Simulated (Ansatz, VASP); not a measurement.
# Cross-check of KCeS2 between VASP and Ansatz

One calculation is typed for both programs; each brings its own data sets. How far apart do they land? The cell is taken from a series of VASP runs on this material, whose earlier steps may have relaxed, scaled or displaced it; both programs get it as it stands. Other levels of theory on this material are compared in a session of their own. Valence electrons are named where the data sets of a main pair hold unlike numbers.

Calculated with Ansatz 0.2.0; plane waves, with VASP 6.6.1 beside it; band structure at PBEsol, DFT+U.

In doubt: a part-filled 4f shell, where there is one, can sit in one of many states (step 3), so energies may not be the lowest and differences between runs may mislead; derivatives with an open 4f shell can jump between states (step 3), which bears on forces and vibrations.

## (1) Starting point

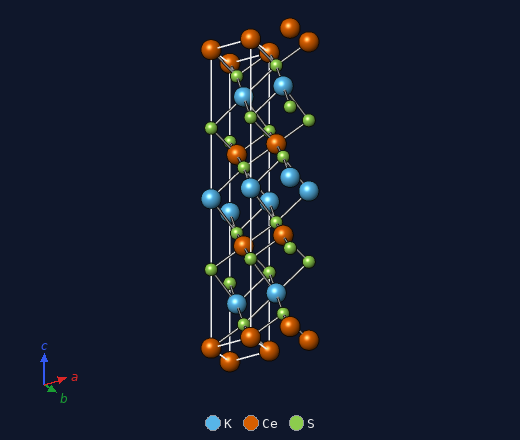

The starting structure, seen from a free direction (potassium blue, cerium orange, sulfur green). 2×1×1 cells are drawn. This picture shows the conventional cell, with its axes. Bonds to atoms that aren't drawn are left out. Some periodic images of atoms are drawn too.

Coordinates:

```xyz
4
Lattice="2.1043 1.2149 7.2573 -2.1043 1.2149 7.2573 0.0000 -2.4298 7.2573" Properties=species:S:1:pos:R:3 pbc="T T T"
K     0.0000    0.0000   10.8859
Ce    0.0000    0.0000    0.0000
S     0.0000    0.0000    5.7254
S     0.0000    0.0000   16.0465
```

## (2) VASP: band structure, PBEsol, DFT+U

A single point gives forces, pressure and levels at one fixed geometry, so differences don't come from the geometry; what else differs is listed under the comparison.

Lines of VASP's logs that name or quote its potential files are left out, and so is its time.

Input file INCAR:

```
SYSTEM = KCeS2
PREC = Accurate
ENCUT = 400
EDIFF = 1E-06
NELM = 150
ISMEAR = 0
SIGMA = 0.05
LREAL = .FALSE.
ALGO = Normal
GGA = PS
NBANDS = 32
ISPIN = 2
MAGMOM = -0 0.992 -0.01 -0.01
LDAU = .TRUE.
LDAUTYPE = 2
LDAUL = -1 3 -1
LDAUU = 0 6 0
LDAUJ = 0 0 0
LDAUPRINT = 1
LASPH = .TRUE.
LMAXMIX = 6
AMIX = 0.2
BMIX = 1E-04
AMIX_MAG = 0.8
BMIX_MAG = 1E-04
LORBIT = 11
LWAVE = .FALSE.
LCHARG = .FALSE.
KPAR = 4
```

Input file POSCAR:

```
KCeS2
1.0
    2.1042948220      1.2149151820      7.2572895979
   -2.1042948220      1.2149151820      7.2572895979
    0.0000000000     -2.4298303639      7.2572895979
K Ce S
1 1 2
Direct
    0.5000000000      0.5000000000      0.5000000000
    0.0000000000      0.0000000000      0.0000000000
    0.2629701593      0.2629701593      0.2629701593
    0.7370298407      0.7370298407      0.7370298407
```

Input file KPOINTS:

```
Automatic mesh
0
Gamma
6 6 6
0 0 0
```

Input file KPOINTS_OPT:

```
Line mode
16
Line-mode
Reciprocal
  0.00000000   0.00000000   0.00000000 GAMMA
  0.50000000   0.00000000   0.00000000 L

  0.50000000   0.00000000   0.00000000 L
  0.50000000   0.18534989  -0.18534989 B1

  0.81465011   0.50000000   0.18534989 B
  0.50000000   0.50000000   0.50000000 Z

  0.50000000   0.50000000   0.50000000 Z
  0.00000000   0.00000000   0.00000000 GAMMA

  0.00000000   0.00000000   0.00000000 GAMMA
  0.34267494   0.00000000  -0.34267494 X

  0.65732506   0.34267494   0.00000000 Q
  0.50000000   0.50000000   0.00000000 F

  0.50000000   0.50000000   0.00000000 F
  0.65732506   0.65732506   0.18534989 P1

  0.65732506   0.65732506   0.18534989 P1
  0.50000000   0.50000000   0.50000000 Z

  0.50000000   0.00000000   0.00000000 L
  0.81465011   0.34267494   0.34267494 P
```

The projector-augmented-wave data sets are K_sv, Ce and S (PBE family, release 64).

Started as:

```
$ mpirun -np 4 vasp_std
```

Numbers of over 12 decimals in the logs are rounded to 6 here.

What it wrote:

```text
[banner, memory and clock lines left out]
running    4 mpi-ranks, on    1 nodes
 distrk:  each k-point on    1 cores,    4 groups
 distr:  one band on    1 cores,    1 groups

 POSCAR found type information on POSCAR K CeS
 POSCAR found :  3 types and       4 ions
|                                                                             |
|               ----> ADVICE to this user running VASP <----                  |
|                                                                             |
|     You enforced a specific xc type in the INCAR file but a different       |
|     [... a line on the potential file left out ...]
|     I HOPE YOU KNOW WHAT YOU ARE DOING!                                     |
|                                                                             |

 LDA part: xc-table for (Slater+PW92), standard interpolation
 POSCAR, INCAR and KPOINTS ok, starting setup
 FFT: planning ... GRIDC
 FFT: planning ... GRID_SOFT
 FFT: planning ... GRID
 WAVECAR not read
 entering main loop
       N       E                     dE             d eps       ncg     rms          rms(c)
DAV:   1     0.283997254472E+03    0.28400E+03   -0.10764E+04  4096   0.834E+02
DAV:   2     0.136298100965E+02   -0.27037E+03   -0.23328E+03  4648   0.229E+02
DAV:   3    -0.209276369802E+02   -0.34557E+02   -0.33931E+02  5232   0.890E+01
DAV:   4    -0.229922792714E+02   -0.20646E+01   -0.20564E+01  6384   0.176E+01
DAV:   5    -0.230968456381E+02   -0.10457E+00   -0.10444E+00  6672   0.371E+00    0.113E+01
DAV:   6    -0.209300236828E+02    0.21668E+01   -0.34555E+00  5576   0.926E+00    0.670E+00
DAV:   7    -0.210224358727E+02   -0.92412E-01   -0.11513E+00  6752   0.376E+00    0.638E+00
DAV:   8    -0.214874395319E+02   -0.46500E+00   -0.30805E+00  6192   0.486E+00    0.568E+00
DAV:   9    -0.223437937311E+02   -0.85635E+00   -0.50293E-01  6504   0.259E+00    0.455E+00
DAV:  10    -0.223467382235E+02   -0.29445E-02   -0.70811E-01  6320   0.518E+00    0.236E+00
DAV:  11    -0.228653893326E+02   -0.51865E+00   -0.11009E-01  6696   0.267E+00    0.109E+00
DAV:  12    -0.228758640725E+02   -0.10475E-01   -0.14752E-02  5720   0.777E-01    0.657E-01
DAV:  13    -0.228757992505E+02    0.64822E-04   -0.28413E-02  5560   0.103E+00    0.245E-01
DAV:  14    -0.228767281110E+02   -0.92886E-03   -0.20103E-03  5448   0.196E-01    0.185E-01
[...]
DAV:  18    -0.228806382500E+02   -0.88649E-04   -0.82453E-05  6192   0.446E-02    0.308E-02
DAV:  19    -0.228807764992E+02   -0.13825E-03   -0.30886E-05  5928   0.720E-02    0.261E-02
DAV:  20    -0.228809210535E+02   -0.14455E-03   -0.93232E-05  6104   0.118E-01    0.211E-02
DAV:  21    -0.228810116826E+02   -0.90629E-04   -0.11492E-04  6168   0.106E-01    0.140E-02
DAV:  22    -0.228810410878E+02   -0.29405E-04   -0.43568E-05  6392   0.609E-02    0.818E-03
DAV:  23    -0.228810480147E+02   -0.69269E-05   -0.69692E-06  4792   0.147E-02    0.388E-03
DAV:  24    -0.228810494024E+02   -0.13877E-05   -0.10910E-06  4952   0.131E-02    0.218E-03
DAV:  25    -0.228810496412E+02   -0.23876E-06   -0.72443E-07  3064   0.429E-03
   1 F= -.22881050E+02 E0= -.22881050E+02  d E =-.228264E-22  mag=     1.0000
 Start KPOINTS_OPT (optional k-point list driver)
k-point batch [1-32\144]
       N       E                     dE             ncg
DAV:   1     0.757829390580E+03   -0.19944E+05     4104
DAV:   2    -0.754509729792E+04   -0.83029E+04     4704
DAV:   3    -0.857251600925E+04   -0.10274E+04     5240
DAV:   4    -0.863870848617E+04   -0.66192E+02     6656
DAV:   5    -0.864202335069E+04   -0.33149E+01     6616
DAV:   6    -0.864212132597E+04   -0.97975E-01     6568
DAV:   7    -0.864212432179E+04   -0.29958E-02     6544
DAV:   8    -0.864212466408E+04   -0.34229E-03     6824
DAV:   9    -0.864212467486E+04   -0.10779E-04     5448
DAV:  10    -0.864212467538E+04   -0.51963E-06     3512
[...]
k-point batch [129-144\144]
       N       E                     dE             ncg
DAV:   1     0.842488172386E+04   -0.13368E+05     2048
DAV:   2     0.431745390595E+04   -0.41074E+04     2336
DAV:   3     0.380504724002E+04   -0.51241E+03     2616
DAV:   4     0.377109465130E+04   -0.33953E+02     3304
DAV:   5     0.376932951375E+04   -0.17651E+01     3296
DAV:   6     0.376927934175E+04   -0.50172E-01     3272
DAV:   7     0.376927786332E+04   -0.14784E-02     3344
DAV:   8     0.376927767972E+04   -0.18361E-03     3400
DAV:   9     0.376927767459E+04   -0.51296E-05     2888
DAV:  10     0.376927767438E+04   -0.20409E-06     1824
```

Parts of OUTCAR (step 2):

```text
ion  position               nearest neighbor table
   1  0.500  0.500  0.500-   3 3.21   3 3.21   4 3.21   4 3.21   3 3.21   4 3.21
   2  0.000  0.000  0.000-   4 2.87   4 2.87   3 2.87   3 2.87   4 2.87   3 2.87
   3  0.263  0.263  0.263-   2 2.87   2 2.87   2 2.87   1 3.21   1 3.21   1 3.21
   4  0.737  0.737  0.737-   2 2.87   2 2.87   2 2.87   1 3.21   1 3.21   1 3.21

  LATTYP: Found a trigonal (rhomboedric) cell.
 ALAT       =     7.6532560329
 COS(alpha) =     0.8488003856

 Subroutine GETGRP returns: Found 12 space group operations
 (whereof 12 operations were pure point group operations)

The static configuration has the point symmetry D_3d.

 Found     32 irreducible k-points:

   k-points           NKPTS =     32   k-points in BZ     NKDIM =     32   number of bands    NBANDS=     32

   dimension x,y,z NGX =    50 NGY =   50 NGZ =   50
   dimension x,y,z NGXF=   100 NGYF=  100 NGZF=  100

   ENCUT  =  400.0 eV  29.40 Ry    5.42 a.u.  12.48 12.48 12.48*2*pi/ulx,y,z

   NELECT =      33.0000    total number of electrons

 k-points in reciprocal lattice and weights: Automatic mesh
   0.00000000  0.00000000  0.00000000       0.005
   0.16666667 -0.00000000  0.00000000       0.028
   0.33333333 -0.00000000  0.00000000       0.028
   0.50000000 -0.00000000  0.00000000       0.014
   0.16666667  0.16666667  0.00000000       0.028
   0.33333333  0.16666667  0.00000000       0.056
   0.50000000  0.16666667  0.00000000       0.056
  -0.33333333  0.16666667 -0.00000000       0.056
  -0.16666667  0.16666667  0.00000000       0.028
[...]
-0.33333333  0.50000000  0.33333333       0.028
   0.50000000  0.50000000  0.50000000       0.005

atom =   2  type =  2  l = 3

 onsite density matrix

spin component  1

  0.4317  0.0000  0.0000  0.4773 -0.0000  0.0000  0.0000
  0.0000  0.0120  0.0000  0.0000  0.0030 -0.0000 -0.0000
  0.0000  0.0000  0.0048  0.0000 -0.0000  0.0030 -0.0000
  0.4773  0.0000  0.0000  0.5703  0.0000  0.0000 -0.0000
 -0.0000  0.0030 -0.0000  0.0000  0.0048 -0.0000  0.0000
  0.0000 -0.0000  0.0030  0.0000 -0.0000  0.0120 -0.0000
  0.0000 -0.0000 -0.0000 -0.0000  0.0000 -0.0000  0.0047

spin component  2

  0.0095  0.0000  0.0000 -0.0077 -0.0000 -0.0000  0.0000
  0.0000  0.0103  0.0000  0.0000  0.0024 -0.0000 -0.0000
  0.0000  0.0000  0.0044 -0.0000 -0.0000  0.0024 -0.0000
 -0.0077  0.0000 -0.0000  0.0065  0.0000  0.0000 -0.0000
 -0.0000  0.0024 -0.0000  0.0000  0.0044 -0.0000  0.0000
 -0.0000 -0.0000  0.0024  0.0000 -0.0000  0.0103 -0.0000
  0.0000 -0.0000 -0.0000 -0.0000  0.0000 -0.0000  0.0044

 occupancies and eigenvectors

  o =  0.0002  v =  0.0000  0.0000  0.0000  0.0000  0.0000  0.0000  0.0000 -0.6352  0.0000  0.0000 -0.7723 -0.0000  0.0000  0.0000      0.0000  0.0000  0.0000  0.0000  0.0000  0.0000  0.0000  0.0000  0.0000  0.0000  0.0000  0.0000  0.0000  0.0000
  o =  0.0035  v =  0.0000  0.0000  0.0000  0.0000  0.0000  0.0000  0.0000 -0.0000 -0.3347 -0.0000 -0.0000  0.9423  0.0000 -0.0000      0.0000  0.0000  0.0000  0.0000  0.0000  0.0000  0.0000  0.0000  0.0000  0.0000  0.0000  0.0000  0.0000  0.0000
  o =  0.0035  v =  0.0000  0.0000  0.0000  0.0000  0.0000  0.0000  0.0000  0.0000  0.0000 -0.9423 -0.0000 -0.0000  0.3347 -0.0000      0.0000  0.0000  0.0000  0.0000  0.0000  0.0000  0.0000  0.0000  0.0000  0.0000  0.0000  0.0000  0.0000  0.0000
  o =  0.0037  v =  0.0000 -0.3374  0.0000 -0.0000  0.9413 -0.0000 -0.0000  0.0000  0.0000  0.0000  0.0000  0.0000  0.0000  0.0000      0.0000  0.0000  0.0000  0.0000  0.0000  0.0000  0.0000  0.0000  0.0000  0.0000  0.0000  0.0000  0.0000  0.0000
  o =  0.0037  v = -0.0000  0.0000  0.9413  0.0000 -0.0000 -0.3374  0.0000  0.0000  0.0000  0.0000  0.0000  0.0000  0.0000  0.0000      0.0000  0.0000  0.0000  0.0000  0.0000  0.0000  0.0000  0.0000  0.0000  0.0000  0.0000  0.0000  0.0000  0.0000
[...]
o =  0.0047  v =  0.0000 -0.0000 -0.0000  0.0000  0.0000  0.0000  1.0000  0.0000  0.0000  0.0000  0.0000  0.0000  0.0000  0.0000      0.0000  0.0000  0.0000  0.0000  0.0000  0.0000  0.0000  0.0000  0.0000  0.0000  0.0000  0.0000  0.0000  0.0000
  o =  0.0111  v =  0.0000  0.0000  0.0000  0.0000  0.0000  0.0000  0.0000  0.0000  0.9423  0.0000 -0.0000  0.3347  0.0001 -0.0000      0.0000  0.0000  0.0000  0.0000  0.0000  0.0000  0.0000  0.0000  0.0000  0.0000  0.0000  0.0000  0.0000  0.0000
  o =  0.0111  v =  0.0000  0.0000  0.0000  0.0000  0.0000  0.0000  0.0000  0.0000 -0.0001  0.3347 -0.0000 -0.0000  0.9423 -0.0000      0.0000  0.0000  0.0000  0.0000  0.0000  0.0000  0.0000  0.0000  0.0000  0.0000  0.0000  0.0000  0.0000  0.0000
  o =  0.0130  v =  0.0000 -0.9413  0.0001 -0.0000 -0.3374  0.0003  0.0000  0.0000  0.0000  0.0000  0.0000  0.0000  0.0000  0.0000      0.0000  0.0000  0.0000  0.0000  0.0000  0.0000  0.0000  0.0000  0.0000  0.0000  0.0000  0.0000  0.0000  0.0000
  o =  0.0130  v = -0.0000 -0.0003 -0.3374  0.0000 -0.0001 -0.9413  0.0000  0.0000  0.0000  0.0000  0.0000  0.0000  0.0000  0.0000      0.0000  0.0000  0.0000  0.0000  0.0000  0.0000  0.0000  0.0000  0.0000  0.0000  0.0000  0.0000  0.0000  0.0000
  o =  0.0158  v =  0.0000  0.0000  0.0000  0.0000  0.0000  0.0000  0.0000 -0.7723 -0.0000  0.0000  0.6352  0.0000  0.0000 -0.0000      0.0000  0.0000  0.0000  0.0000  0.0000  0.0000  0.0000  0.0000  0.0000  0.0000  0.0000  0.0000  0.0000  0.0000
  o =  0.0187  v = -0.7562  0.0000  0.0000  0.6543  0.0000  0.0000 -0.0000  0.0000  0.0000  0.0000  0.0000  0.0000  0.0000  0.0000      0.0000  0.0000  0.0000  0.0000  0.0000  0.0000  0.0000  0.0000  0.0000  0.0000  0.0000  0.0000  0.0000  0.0000
  o =  0.9833  v = -0.6543 -0.0000 -0.0000 -0.7562  0.0000 -0.0000  0.0000  0.0000  0.0000  0.0000  0.0000  0.0000  0.0000  0.0000      0.0000  0.0000  0.0000  0.0000  0.0000  0.0000  0.0000  0.0000  0.0000  0.0000  0.0000  0.0000  0.0000  0.0000

 average (electrostatic) potential at core
       1 -33.3010       2 -79.6143       3 -87.0537       4 -87.0537

 E-fermi :   2.6415

 spin component 1
 k-point     1 :       0.0000    0.0000    0.0000
  band No.  band energies     occupation
    ...
     13       0.7210      1.00000
     14       1.2605      1.00000
     15       2.1038      1.00000
     16       2.2950      1.00000
     17       2.2950      1.00000
     18       5.7267      0.00000
     19       5.7267      0.00000
     20       6.2145      0.00000
     21       6.2517      0.00000
     22       7.3646      0.00000
    ...

 k-point     2 :       0.1667   -0.0000    0.0000
  band No.  band energies     occupation
    ...
     13       0.8388      1.00000
     14       1.2893      1.00000
     15       1.5299      1.00000
     16       2.0913      1.00000
     17       2.1551      1.00000
     18       5.5333      0.00000
     19       6.1385      0.00000
     20       6.3849      0.00000
     21       6.8366      0.00000
     22       7.0828      0.00000
    ...

 k-point     3 :       0.3333   -0.0000    0.0000
  band No.  band energies     occupation
    ...
     13       0.9776      1.00000
     14       1.1133      1.00000
     15       1.3524      1.00000
     16       1.8872      1.00000
     17       1.8979      1.00000
     18       5.1935      0.00000
     19       6.6567      0.00000
     20       6.8185      0.00000
     21       6.8672      0.00000
     22       7.3314      0.00000
    ...

 k-point     4 :       0.5000   -0.0000    0.0000
  band No.  band energies     occupation
    ...
     13       1.0361      1.00000
     14       1.0382      1.00000
     15       1.3531      1.00000
     16       1.6170      1.00000
     17       1.8837      1.00000
     18       5.0445      0.00000
     19       6.8176      0.00000
     20       6.9915      0.00000
     21       7.1889      0.00000
     22       7.3464      0.00000
    ...

 k-point     5 :       0.1667    0.1667    0.0000
  band No.  band energies     occupation
    ...
     13       0.8624      1.00000
     14       1.2906      1.00000
     15       1.5031      1.00000
     16       2.0482      1.00000
     17       2.1220      1.00000
     18       5.5488      0.00000
     19       6.1094      0.00000
     20       6.3372      0.00000
     21       7.0142      0.00000
     22       7.0586      0.00000
    ...

 k-point     6 :       0.3333    0.1667    0.0000
  band No.  band energies     occupation
    ...
     13       0.7911      1.00000
     14       1.3021      1.00000
     15       1.3362      1.00000
     16       1.6221      1.00000
     17       2.0741      1.00000
     18       5.6981      0.00000
     19       5.8574      0.00000
     20       6.8432      0.00000
     21       6.9798      0.00000
     22       7.2359      0.00000
    ...

  Total        0.0173135      0.0173135      0.0010871      0.0000000      0.0000000      0.0000000
  in kB        0.2491820      0.2491820      0.0156456      0.0000000      0.0000000      0.0000000
  external PRESSURE =       0.1713365 kB  Pullay stress =       0.0000000 kB

  energy-cutoff  :      400.00
  volume of cell :      111.32
      direct lattice vectors                 reciprocal lattice vectors
     2.104294822  1.214915182  7.257289598     0.237609291  0.137183788  0.045930830
    -2.104294822  1.214915182  7.257289598    -0.237609291  0.137183788  0.045930830
     0.000000000 -2.429830364  7.257289598     0.000000000 -0.274367576  0.045930830

 POSITION                                       TOTAL-FORCE (eV/Angst)
 -----------------------------------------------------------------------------------
      0.00000      0.00000     10.88593        -0.000000     -0.000000     -0.000000
      0.00000      0.00000      0.00000         0.000000     -0.000000     -0.000000
      0.00000      0.00000      5.72535         0.000000      0.000000      0.000312
      0.00000      0.00000     16.04652         0.000000     -0.000000     -0.000312
 -----------------------------------------------------------------------------------
    total drift:                                0.000000      0.000000     -0.000000

  FREE ENERGIE OF THE ION-ELECTRON SYSTEM (eV)
  ---------------------------------------------------
  free  energy   TOTEN  =       -22.8810496412 eV

  energy  without entropy=      -22.8810496412  energy(sigma->0) =      -22.88104964

 total charge
# of ion       s       p       d       f       tot
--------------------------------------------------
    1        1.959   5.568   0.034   0.000   7.561
    2        2.013   5.735   0.663   1.086   9.497
    3        1.319   2.423   0.000   0.000   3.743
    4        1.319   2.423   0.000   0.000   3.743
--------------------------------------------------
tot          6.612  16.150   0.697   1.086  24.544

 magnetization (x)
# of ion       s       p       d       f       tot
--------------------------------------------------
    1       -0.000  -0.000  -0.000   0.000  -0.000
    2       -0.002  -0.005   0.010   0.989   0.992
    3       -0.001  -0.009   0.000   0.000  -0.010
    4       -0.001  -0.009   0.000   0.000  -0.010
--------------------------------------------------
tot         -0.004  -0.023   0.010   0.989   0.973

[... 6 further parts left out ...]
```

The cell holds one magnetic atom, so no antiferromagnetic order fits into it. Experiment finds antiferromagnetic order in this phase (below 0.38 K, arxiv:2005.06300), so this ferromagnetic run describes another state. Direct gaps are counted within one spin. DFT+U on an f shell has many metastable occupations, and no search among them was made. The valence top and the conduction bottom belong to opposite spins.

[end of part 1 of 2]

[Lines on the potential files, build, host, timing and source positions are cut from VASP's logs without a mark.]

[Logs are printed without paths, hosts, clocks, repeated set-up lines and the standing remarks that a program may print on its own settings, such as how far it seeks lower states.]

[Hosts, paths, dates, database ids (printed as entryN), source tags and the programs' standing remarks are cut or masked in the printed files.]
